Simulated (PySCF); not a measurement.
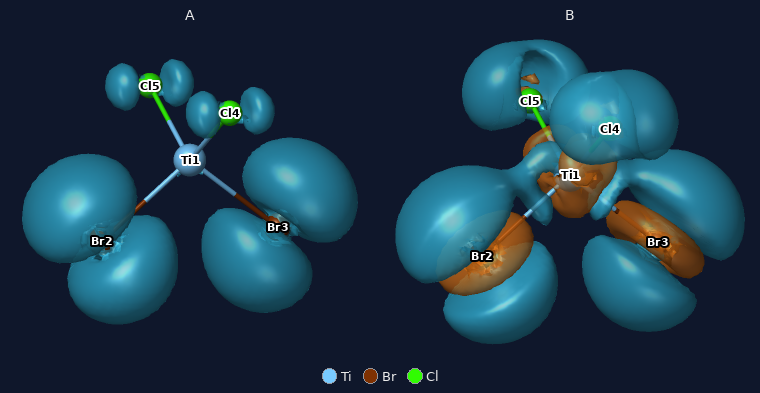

Figure. Br2Cl2Ti. The Fukui function f⁻ from two separate SCF calculations and the density of the HOMO, at ±0.01 e/Å³ (light blue positive, orange negative).

Computed with PySCF, B3LYP/def2-SVPD, geometry: GFN2-xTB. This is a single-reference result, which may miss multireference character in this system. No frequency check shows the geometry to be a minimum. GFN2-xTB bond lengths at metals and heavier atoms can be off by up to 0.1 Å and shapes distorted, which carries into these values.

Cartesian coordinates (Å):

```
Ti1      0.0000    0.4749    0.0000
Br2      1.8546   -0.9488   -0.0000
Br3     -1.8546   -0.9488    0.0000
Cl4     -0.0000    1.6461   -1.7517
Cl5      0.0000    1.6461    1.7517
```

Which panel is which, and how good is the frozen-orbital picture?

Answer. B is f⁻ (it has negative regions), A the HOMO density. The HOMO lies on Br2 and Br3 (45 % each); f⁻ (Hirshfeld-condensed) is largest on Br2 and Br3 (0.34 each); the vertical ionisation energy is 10.57 eV (the stability of the cation's solution wasn't checked). Relaxation shifts 21 % of the electron between atoms. The orbital energy is −8.54 eV.
